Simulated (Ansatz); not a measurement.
Cost and result by functional for the surface energy of the (10-10) surface of hcp Os in its 1x1 cell, outermost plane spacing 0.80 Å in the ideal cut, in Ansatz (plane waves, PAW). Single points on the PBE structure, on one kind of machine; costs are rough ratios of the slab run's core time (references not counted) to the cheapest single point. r2SCAN's cost holds its higher cutoff (500 against 420 eV). Differences are taken against r2SCAN for comparison alone: no measured value is at hand, so the table doesn't rank accuracy.

Model: 10-atom slab, 10.3 Å thick at the start (thin: gaps and levels are the slab's own), 14x9x1 mesh, Fermi-Dirac 0.1 eV, dipole correction, all atoms relaxed; symmetry of the start imposed; no spin, no spin-orbit, no U. These notes are the PBE run's.

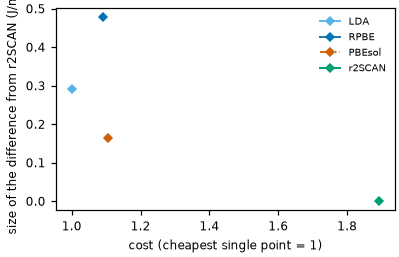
Figure: Difference from r2SCAN against cost

```json
[
 {"functional": "LDA", "relative cost": "1", "surface energy (J/m²)": "3.98", "less r2SCAN (J/m²)": "0.29"},
 {"functional": "RPBE", "relative cost": "1", "surface energy (J/m²)": "3.21", "less r2SCAN (J/m²)": "-0.48"},
 {"functional": "PBEsol", "relative cost": "1", "surface energy (J/m²)": "3.85", "less r2SCAN (J/m²)": "0.16"},
 {"functional": "r2SCAN", "relative cost": "2", "surface energy (J/m²)": "3.68", "less r2SCAN (J/m²)": "0.00"},
 {"functional": "PBE (the relaxed run's value)", "relative cost": "–", "surface energy (J/m²)": "3.43", "less r2SCAN (J/m²)": "-0.26"}
]
```

The values span 0.77 J/m², while the single points' costs differ by a factor of roughly 2. Differences are of unrounded values.

Ansatz is a program for electronic structure.
